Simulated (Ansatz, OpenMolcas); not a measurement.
**A ladder of methods for CH6AlFSi (SMILES C[SiH2][AlH][F])**

The species is CH6AlFSi (10 atoms), meant as a singlet with charge 0. As SMILES, `C[SiH2][AlH][F]`. Geometry: relaxed at PBE0-D4/def2-TZVP. This is one conformer, not always the lowest.

Quantity: the vertical energy of the triplet above the singlet, in eV. The values are calculated.

| level | kind | program | value (eV) | less CCSD(T)/6-31G* | CPU time (all runs) |
| --- | --- | --- | --- | --- | --- |
| HF/6-31G* (spherical functions) | Hartree–Fock | Ansatz | 4.15 | -0.13 | 6.9 s |
| M06-2X/6-31G* (spherical functions) | hybrid meta-GGA | OpenMolcas | 4.24 | -0.04 | 1.8 min |
| CAM-B3LYP/6-31G* (spherical functions) | range-separated hybrid | Ansatz | 4.29 | +0.01 | 30 s |
| HSE06/6-31G* (spherical functions) | range-separated hybrid | Ansatz | 4.05 | -0.23 | 27 s |
| wB97M-V/6-31G* (spherical functions) | range-separated hybrid | Ansatz | 4.46 | +0.18 | 5.1 min |
| RPA@PBE0/6-31G* (spherical functions) | RPA | Ansatz | 4.19 | -0.09 | 35 s |
| MP2/6-31G* (spherical functions) | perturbation theory | Ansatz | 4.39 | +0.11 | 6.6 s |
| CCSD(T)/6-31G* (spherical functions), open shells restricted | coupled cluster or CI | OpenMolcas | 4.28 | 0.00 | 58 s |

Differences are taken from CCSD(T)/6-31G* (spherical functions), open shells restricted for orientation; it has basis-set and higher-order errors of its own. The values span 4.05 to 4.46 eV. CPU times are rough (shared hosts, several kinds of processor and program).

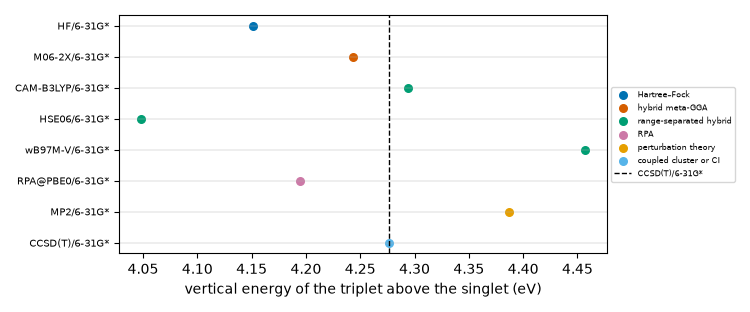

The values of the table, level by level.
